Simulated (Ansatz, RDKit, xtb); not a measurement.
# C3H7NO3Si: which of the isomers drawn lies lowest?

Which of a sample of isomers of C3H7NO3Si is the most stable in the gas at 298.15 K, and what are its properties? The sample is small against all isomers, and the most stable one of this formula need not be in it.

The funnel: GFN2-xTB relaxations, single points with a density functional, relaxations at PBE0-D3(BJ)/def2-SVP, harmonic vibrations (at GFN2-xTB), and a last energy at a higher level. All values are calculated.

## (1) Drawing up candidates

Isomers were taken from a list of plausible structures; this is a sample, not all of them. That gives 4 candidates.

| label | SMILES | spin |
| --- | --- | --- |
| c363 | O=COCC(=O)N[SiH3] | singlet |
| c528 | NC(=O)C(=O)CO[SiH3] | singlet |
| c621 | C=N[C@H](O[SiH3])OC=O | singlet |
| c892 | O=CC[Si@H](O)NC=O | singlet |

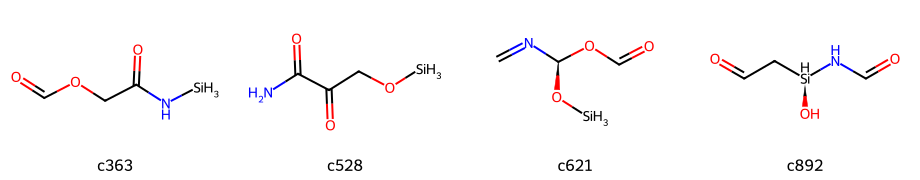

Structural formulas of the candidates.

Candidates are built by distance geometry, with a force field where one applies, in up to four conformers (letters a to d).

Q: Predict the outcome of this search (final energies at CCSD(T)/def2-SVP + MP2/def2-TZVPP - MP2/def2-SVP).

| quantity | value |
| --- | --- |
| lowest structure found | O=CC[Si@H](O)NC=O, singlet |
| next finalist | O=COCC(=O)N[SiH3], singlet, 39.8 kcal/mol higher in G |
| share at equilibrium, among the finalists | 100.0 % |

The search ends on `O=CC[Si@H](O)NC=O`. Among the finalists first place is clear (39.8 kcal/mol); structures outside the list aren't covered. GFN2-xTB, HF/STO-3G, r2SCAN-D4/def2-SVP, PBE0-D3(BJ)/def2-SVP, HF/def2-SVP and MP2/def2-SVP already put its bonding pattern lowest among the structures in one piece. 5 minima inside the window were never screened. The search is not exhaustive (a finite list of starts, one conformer a finalist), so a lower isomer can't be ruled out. Only 4 drawn patterns were tried, so whole families of isomers are missing, and the result ranks this sample alone.
